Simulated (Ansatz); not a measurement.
Input file:

```
crystal:
  periodic: [false, false, false]
  atoms:
    - {symbol: Ge, position_ang: [0.793140, 1.814284, -0.121049]}
    - {symbol: Li, position_ang: [-0.528126, -0.371993, -0.830508]}
    - {symbol: Te, position_ang: [-1.478243, 1.924311, -1.196677]}
    - {symbol: H, position_ang: [0.910572, 2.277069, 1.345414]}
    - {symbol: H, position_ang: [1.989884, 2.361815, -0.925104]}
    - {symbol: H, position_ang: [1.113236, 0.241996, -0.027544]}
basis:
  gaussian:
    orbitals: def2-TZVPD
hamiltonian:
  xc: pbe0
output: {forces: true, orbitals: {seedname: orbitals}}
```

Command:

```sh
ansatz run input.yaml --threads 2 --pin off --max-ram 4350MiB --events-out events.jsonl --progress --plain --runs-dir runs
```

Geometry: PBE0-D3(BJ)/def2-SVP; core potentials replace the inner electrons of Te.

Computed with Ansatz 0.2.0, isolated molecule in a Gaussian basis; Kohn-Sham density functional theory, functional PBE0.

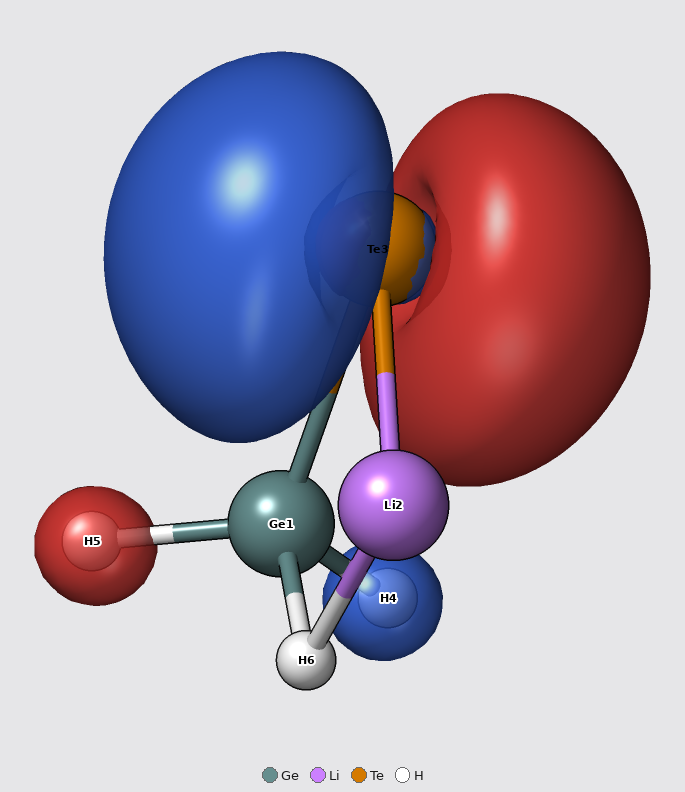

GeH$_{3}$LiTe. One frontier orbital at ±0.1 Å⁻³ᐟ² (blue and red are the two phases), seen at an oblique angle.

Question: Which orbital is it: HOMO or LUMO?

Answer: The HOMO, at −5.56 eV. By Hirshfeld shares it lies mainly on Te3 (about 80 %) and Ge1 (about 10 %).
